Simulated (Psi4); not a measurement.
## Geometry relaxation, with input and output: SiO₂ (part 2 of 3)

SiO₂, SMILES O=[Si]=O; M06-2X/6-31G, RKS (Psi4 1.11). The geometry comes from this level: UFF from SMILES.

Geometry of the input (Å):
```
O  -0.0000  0.0000  -1.5711
Si -0.0000  0.0000  -0.0000
O  0.0000  0.0000  1.5711
```

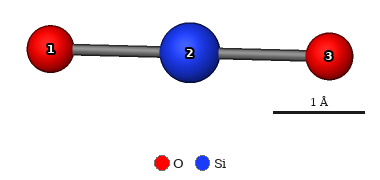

*The input geometry (ball-and-stick view, seen at a tilt; atoms are numbered from 1 in the order of the input).*

What the program printed, continued:
```
      16A     -0.100278    17A     -0.027270    18A     -0.027270
      19A      0.160596    20A      0.230686    21A      0.230686
      22A      0.242006    23A      0.591149    24A      0.927332
      25A      0.927332    26A      1.049807    27A      1.058439
      28A      1.084926    29A      1.084926    30A      1.345892
      31A      1.707149

    Final Occupation by Irrep:
              A
    DOCC [    15 ]
    NA   [    15 ]
    NB   [    15 ]

  @DF-RKS Final Energy:  -439.70706545209407

   => Energetics <=

    Nuclear Repulsion Energy =             85.9453746494664159
    One-Electron Energy =                -778.0293659836197548
    Two-Electron Energy =                 270.5033852048437097
    DFT Exchange-Correlation Energy =     -18.1264593227844379
    Empirical Dispersion Energy =           0.0000000000000000
    VV10 Nonlocal Energy =                  0.0000000000000000
    Total Energy =                       -439.7070654520940707

Computation Completed

Properties will be evaluated at   0.000000,   0.000000,   0.000000 [a0]

Properties computed using the SCF density matrix

 Multipole Moments:

 ------------------------------------------------------------------------------------
     Multipole            Electronic (a.u.)      Nuclear  (a.u.)        Total (a.u.)
 ------------------------------------------------------------------------------------

 L = 1.  Multiply by 2.5417464519 to convert [e a0] to [Debye]
 Dipole X            :         -0.0000007           -0.0000000           -0.0000007
 Dipole Y            :         -0.0000000           -0.0000000           -0.0000000
 Dipole Z            :         -0.0000001           -0.0000000           -0.0000001
 Magnitude           :                                                    0.0000007

 ------------------------------------------------------------------------------------

	total time  =          1 seconds =       0.02 minutes

         ------------------------------------------------------------
                                   SCF GRAD
         ------------------------------------------------------------

  ==> Geometry <==

    Molecular point group: c1
    Full point group: C_inf_v

    Geometry (in Angstrom), charge = 0, multiplicity = 1:

       Center              X                  Y                   Z               Mass
    ------------   -----------------  -----------------  -----------------  -----------------
         O           -0.000000184271    -0.000000000001    -1.576226353313    15.994914619570
         SI          -0.000000184271    -0.000000000001    -0.000000019473    27.976926534650
         O            0.000000506581     0.000000000002     1.576226387374    15.994914619570

  Nuclear repulsion =   85.945374649466430

  ==> Basis Set <==

  Basis Set: 6-31G
    Blend: 6-31G
    Number of shells: 17
    Number of basis functions: 31
    Number of Cartesian functions: 31
    Spherical Harmonics?: false
    Max angular momentum: 1

  ==> DFJKGrad: Density-Fitted SCF Gradients <==

    Gradient:                    1
    J tasked:                  Yes
    K tasked:                  Yes
    wK tasked:                  No
    Integrals threads:           1
    Memory [MiB]:             1144
    Schwarz Cutoff:          1E-12
    Fitting Condition:       1E-10

   => Auxiliary Basis Set <=

  Basis Set: (6-31G AUX)
    Blend: CC-PVDZ-JKFIT
    Number of shells: 84
    Number of basis functions: 292
    Number of Cartesian functions: 292
    Spherical Harmonics?: false
    Max angular momentum: 3

  ==> DFT Potential <==

   => LibXC <=

    Version 7.1.2

   => Composite Functional: M06-2X <=

    Deriv               =              1
    GGA                 =           TRUE
    Meta                =           TRUE

    Exchange Hybrid     =           TRUE
    MP2 Hybrid          =          FALSE

   => Exchange Functionals <=

    1.0000   XC_HYB_MGGA_X_M06_2X

   => Exact (HF) Exchange <=

    0.5400               HF

   => Correlation Functionals <=

    1.0000   XC_MGGA_C_M06_2X

   => LibXC Density Thresholds  <==

    XC_MGGA_C_M06_2X:  1.00E-12
    XC_HYB_MGGA_X_M06_2X:  1.00E-15

   => Molecular Quadrature <=

    Radial Scheme          =       TREUTLER
    Pruning Scheme         =           NONE
    Nuclear Scheme         =       TREUTLER

    Blocking Scheme        =         OCTREE
    BS radius alpha        =              1
    Pruning alpha          =              1
    Radial Points          =             75
    Spherical Points       =            302
    Total Points           =          64866
    Total Blocks           =            555
    Max Points             =            256
    Max Functions          =             30
    Weights Tolerance      =       1.00E-15

  -Total Gradient:
     Atom            X                  Y                   Z
    ------   -----------------  -----------------  -----------------
       1        0.000000007655     0.000000000000     0.000826681345
       2       -0.000000013983    -0.000000000000    -0.000000064950
       3        0.000000007286     0.000000000000    -0.000826616636

	total time  =          0 seconds =       0.00 minutes

    			-----------------------------------------

    			 OPTKING 3.0: for geometry optimizations

    			        with contributions from

    			-----------------------------------------

	                            ===> Fragment 1 <==

	 Z (Atomic Numbers)          Masses                          Geom
	       8.000000            15.994915         -0.00000035 -0.00000000 -2.97863612
	      14.000000            27.976927         -0.00000035 -0.00000000 -0.00000004
	       8.000000            15.994915          0.00000096  0.00000000  2.97863618

	 - Coordinate -           - BOHR/RAD -       - ANG/DEG -
	 R(1,2)           =         2.978636           1.576226
	 R(2,3)           =         2.978636           1.576226
	 L(1,2,3)         =         3.141592         179.999975
	 l(1,2,3)         =         3.141593         180.000000

	        --- Internal Coordinate Step in ANG or DEG, aJ/ANG or AJ/DEG ---
	-------------------------------------------------------------------------------
	           Coordinate      Previous         Force          Change          New
	           ----------      --------        ------          ------        ------
	               R(1,2)       1.57623        0.00681        0.00090       1.57712
	               R(2,3)       1.57623        0.00681        0.00090       1.57712
	             L(1,2,3)     179.99997        0.00000        0.00001     179.99998
	             l(1,2,3)     180.00000       -0.00000       -0.00000     180.00000
	-------------------------------------------------------------------------------

	                                 ==> Convergence Check <==

	Measures of convergence in internal coordinates in au.

	Criteria marked as inactive (o), active & met (*), and active & unmet ( ).

	----------------------------------------------------------------------------------------------
	   Step    Total Energy     Delta E     Max Force     RMS Force      Max Disp      RMS Disp
	----------------------------------------------------------------------------------------------
	  Convergence Criteria     1.00e-06 *    3.00e-04 *             o    1.20e-03 *             o
	----------------------------------------------------------------------------------------------
	     2    -439.70706545   -6.05e-05      8.27e-04      5.85e-04 o    1.70e-03      1.20e-03 o  ~
	----------------------------------------------------------------------------------------------

Next Geometry in Ang
	Fragment 1 (Ang)

	    O  -0.0000002114  -0.0000000000  -1.5771242847
	   Si  -0.0000001304  -0.0000000000   0.0000000034
	    O   0.0000004799   0.0000000000   1.5771242959

    Structure for next step:
    Molecular point group: c1
    Full point group: C_inf_v

    Geometry (in Angstrom), charge = 0, multiplicity = 1:

    O           -0.000000141194    -0.000000000001    -1.577124289271
    SI          -0.000000141194    -0.000000000001    -0.000000001151
    O            0.000000388157     0.000000000002     1.577124291284

gradient() will perform analytic gradient computation.

   => Loading Basis Set <=

    Name: 6-31G
    Role: ORBITAL
    Keyword: BASIS

         ---------------------------------------------------------
                                   SCF
                              RKS Reference
                        1 Threads,   1525 MiB Core
         ---------------------------------------------------------

  ==> Geometry <==

    Molecular point group: c1
    Full point group: C_inf_v

    Geometry (in Angstrom), charge = 0, multiplicity = 1:

       Center              X                  Y                   Z               Mass
    ------------   -----------------  -----------------  -----------------  -----------------
         O           -0.000000141194    -0.000000000001    -1.577124289271    15.994914619570
         SI          -0.000000141194    -0.000000000001    -0.000000001151    27.976926534650
         O            0.000000388157     0.000000000002     1.577124291284    15.994914619570

  Running in c1 symmetry.

  Rotational constants: A = ************  B =      0.21186  C =      0.21186 [cm^-1]
  Rotational constants: A = ************  B =   6351.45808  C =   6351.45808 [MHz]
  Nuclear repulsion =   85.896442510356337

  Charge       = 0
  Multiplicity = 1
  Electrons    = 30
  Nalpha       = 15
  Nbeta        = 15

  ==> Algorithm <==

  SCF Algorithm Type is DF.
  DIIS enabled.
  MOM disabled.
  Fractional occupation disabled.
  Guess Type is READ.
  Energy threshold   = 1.00e-08
  Density threshold  = 1.00e-08
  Integral threshold = 1.00e-12

  ==> Primary Basis <==

  Basis Set: 6-31G
    Blend: 6-31G
    Number of shells: 17
    Number of basis functions: 31
    Number of Cartesian functions: 31
    Spherical Harmonics?: false
    Max angular momentum: 1

  ==> DFT Potential <==

   => LibXC <=

    Version 7.1.2

   => Composite Functional: M06-2X <=

    Deriv               =              1
    GGA                 =           TRUE
    Meta                =           TRUE

    Exchange Hybrid     =           TRUE
    MP2 Hybrid          =          FALSE

   => Exchange Functionals <=

    1.0000   XC_HYB_MGGA_X_M06_2X

   => Exact (HF) Exchange <=

    0.5400               HF

   => Correlation Functionals <=

    1.0000   XC_MGGA_C_M06_2X

   => LibXC Density Thresholds  <==

    XC_MGGA_C_M06_2X:  1.00E-12
    XC_HYB_MGGA_X_M06_2X:  1.00E-15

   => Molecular Quadrature <=

    Radial Scheme          =       TREUTLER
    Pruning Scheme         =           NONE
    Nuclear Scheme         =       TREUTLER

    Blocking Scheme        =         OCTREE
    BS radius alpha        =              1
    Pruning alpha          =              1
    Radial Points          =             75
    Spherical Points       =            302
    Total Points           =          64866
    Total Blocks           =            562
    Max Points             =            256
    Max Functions          =             30
    Weights Tolerance      =       1.00E-15

   => Loading Basis Set <=

    Name: (6-31G AUX)
    Role: JKFIT
    Keyword: DF_BASIS_SCF

   => Loading Basis Set <=

    Name: 6-31G
    Role: ORBITAL
    Keyword: BASIS

  Reading orbitals from file s0/run.default.2959.180.npy, no projection.

  ==> Integral Setup <==

  DFHelper Memory: AOs need 0.003 GiB; user supplied 0.997 GiB.
  SCF_SUBTYPE=INCORE selected. In-core MEM_DF algorithm will be used.
  Using in-core AOs.

  ==> MemDFJK: Density-Fitted J/K Matrices <==

    J tasked:                   Yes
    K tasked:                   Yes
    wK tasked:                   No
    Memory [MiB]:              1020
    Algorithm:                 Core
    Schwarz Cutoff:           1E-12
    Mask sparsity (%):       2.2893
    Fitting Condition:        1E-10

   => Auxiliary Basis Set <=

  Basis Set: (6-31G AUX)
    Blend: CC-PVDZ-JKFIT
    Number of shells: 84
    Number of basis functions: 292
    Number of Cartesian functions: 292
    Spherical Harmonics?: false
    Max angular momentum: 3

  Cached 100.0% of DFT collocation blocks in 0.121 [GiB].

  Minimum eigenvalue in the overlap matrix is 3.8156613341E-02.
  Reciprocal condition number of the overlap matrix is 1.2590818261E-02.
    Using symmetric orthogonalization.

  ==> Pre-Iterations <==

  SCF Guess: Orbitals guess was supplied from a previous computation.

   -------------------------------------------------------
    Irrep   Nso     Nmo     Nalpha   Nbeta   Ndocc  Nsocc
   -------------------------------------------------------
     A         31      31      15      15      15       0
   -------------------------------------------------------
    Total      31      31      15      15      15       0
   -------------------------------------------------------

  ==> Iterations <==

                           Total Energy        Delta E     RMS |[F,P]|

   @DF-RKS iter   0:  -439.70622470246349   -4.39706e+02   1.11789e-04
   @DF-RKS iter   1:  -439.70706635497538   -8.41653e-04   2.54242e-05 DIIS
   @DF-RKS iter   2:  -439.70706589261988    4.62356e-07   4.41115e-05 DIIS
   @DF-RKS iter   3:  -439.70706668304570   -7.90426e-07   1.29133e-06 DIIS
   @DF-RKS iter   4:  -439.70706668532654   -2.28084e-09   4.49166e-07 DIIS
   @DF-RKS iter   5:  -439.70706668569329   -3.66754e-10   1.03880e-07 DIIS
   @DF-RKS iter   6:  -439.70706668570591   -1.26192e-11   1.66634e-08 DIIS
   @DF-RKS iter   7:  -439.70706668570597   -5.68434e-14   6.92373e-10 DIIS
  Energy and wave function converged.

  ==> Post-Iterations <==

   Electrons on quadrature grid:
      Ntotal   =   30.0000097757 ; deviation = 9.776e-06

    Orbital Energies [Eh]
    ---------------------

    Doubly Occupied:

       1A    -67.146186     2A    -19.688499     3A    -19.688447
       4A     -5.699327     5A     -4.006410     6A     -4.004675
       7A     -4.004675     8A     -1.120280     9A     -1.101124
      10A     -0.554539    11A     -0.462969    12A     -0.462969
      13A     -0.460332    14A     -0.399074    15A     -0.399074

    Virtual:

      16A     -0.100400    17A     -0.027494    18A     -0.027494
      19A      0.160544    20A      0.230697    21A      0.230697
      22A      0.241750    23A      0.590078    24A      0.927347
      25A      0.927347    26A      1.049993    27A      1.058423
      28A      1.084787    29A      1.084787    30A      1.345369
      31A      1.707095

    Final Occupation by Irrep:
              A
    DOCC [    15 ]
    NA   [    15 ]
    NB   [    15 ]

  @DF-RKS Final Energy:  -439.70706668570597

   => Energetics <=

    Nuclear Repulsion Energy =             85.8964425103563372
    One-Electron Energy =                -777.9328020892907034
    Two-Electron Energy =                 270.4553007668990858
    DFT Exchange-Correlation Energy =     -18.1260078736706980
    Empirical Dispersion Energy =           0.0000000000000000
    VV10 Nonlocal Energy =                  0.0000000000000000
    Total Energy =                       -439.7070666857059678

Computation Completed

Properties will be evaluated at   0.000000,   0.000000,   0.000000 [a0]

Properties computed using the SCF density matrix

 Multipole Moments:

 ------------------------------------------------------------------------------------
     Multipole            Electronic (a.u.)      Nuclear  (a.u.)        Total (a.u.)
 ------------------------------------------------------------------------------------

 L = 1.  Multiply by 2.5417464519 to convert [e a0] to [Debye]
 Dipole X            :         -0.0000005           -0.0000000           -0.0000005
 Dipole Y            :         -0.0000000           -0.0000000           -0.0000000
 Dipole Z            :         -0.0000001           -0.0000000           -0.0000001
 Magnitude           :                                                    0.0000005

 ------------------------------------------------------------------------------------

	total time  =          1 seconds =       0.02 minutes

         ------------------------------------------------------------
                                   SCF GRAD
         ------------------------------------------------------------

  ==> Geometry <==

    Molecular point group: c1
    Full point group: C_inf_v

    Geometry (in Angstrom), charge = 0, multiplicity = 1:

       Center              X                  Y                   Z               Mass
    ------------   -----------------  -----------------  -----------------  -----------------
         O           -0.000000141194    -0.000000000001    -1.577124289271    15.994914619570
         SI          -0.000000141194    -0.000000000001    -0.000000001151    27.976926534650
         O            0.000000388157     0.000000000002     1.577124291284    15.994914619570

  Nuclear repulsion =   85.896442510356337

  ==> Basis Set <==

  Basis Set: 6-31G
    Blend: 6-31G
    Number of shells: 17
    Number of basis functions: 31
    Number of Cartesian functions: 31
    Spherical Harmonics?: false
    Max angular momentum: 1

  ==> DFJKGrad: Density-Fitted SCF Gradients <==
```
